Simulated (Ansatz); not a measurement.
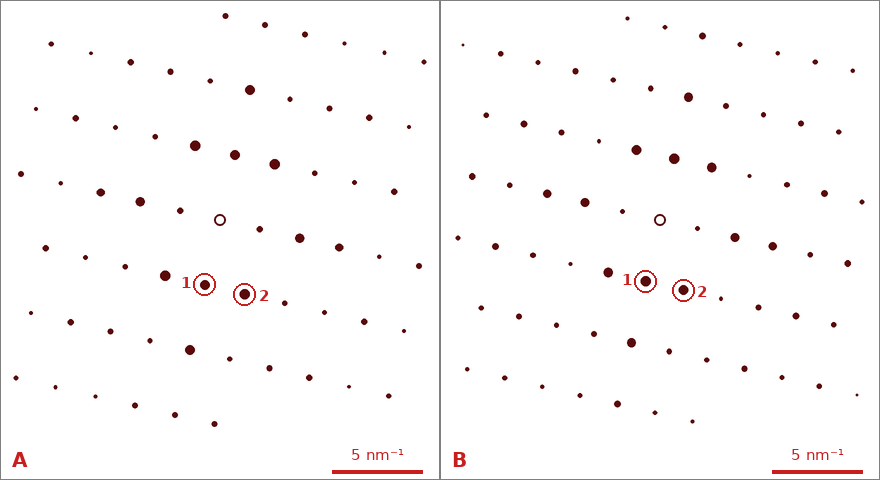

Kinematic electron diffraction patterns (200 kV, B = 0.5 Å², same scale) along [110] of the run's own cell, for the start and the end of one relaxation of GaBiP4 with Ansatz, DFT PBE, scalar-relativistic, plane waves, PAW. k mesh 8×8×8. The start is a generated model structure, and the relaxation ends in the nearest stationary point of its symmetry, not necessarily the ground state. Spot 1 is -1 1 0 and spot 2 is -1 1 1 in both.

Start structure:

```yaml
crystal:
  lattice:
    - [0.00000, 3.79705, 3.79705]
    - [3.79705, 0.00000, 3.79705]
    - [3.79705, 3.79705, 0.00000]
  atoms:
    - { symbol: Ga, position: [0.25000, 0.25000, 0.25000] }
    - { symbol: Bi, position: [0.00000, 0.00000, 0.00000] }
    - { symbol: P, position: [0.62577, 0.12269, 0.62577] }
    - { symbol: P, position: [0.62577, 0.62577, 0.12269] }
    - { symbol: P, position: [0.62577, 0.62577, 0.62577] }
    - { symbol: P, position: [0.12269, 0.62577, 0.62577] }
```

Q: Which pattern belongs to the start structure, and which to the relaxed one?

A: A is the start: its cell gives d(1) = 2.685 Å, d(2) = 2.290 Å and an angle of 31.5°. B is the relaxed structure, with d(1) = 2.843 Å (+5.9 %), d(2) = 2.425 Å (+5.9 %) and 31.5°.

Q: Name reflections whose intensity changes strongly on relaxation.

A: 0 0 1 goes from 13 to 3.2 % of the strongest spot; 2 -2 2 goes from 10 to 4.3 % of the strongest spot.

Q: Summarise the relaxation behind the change.

A: The volume changed by +18.7 % to 21.66 Å³ an atom; with the mean shift removed, the atoms moved by up to 0.35 Å relative to the cell (P most); the space group stayed F-43m (No. 216); the free energy fell by 110 meV an atom. Relaxed cell: a = 5.686 Å, b = 5.686 Å, c = 5.686 Å, α = 60.00°, β = 60.00°, γ = 60.00°.
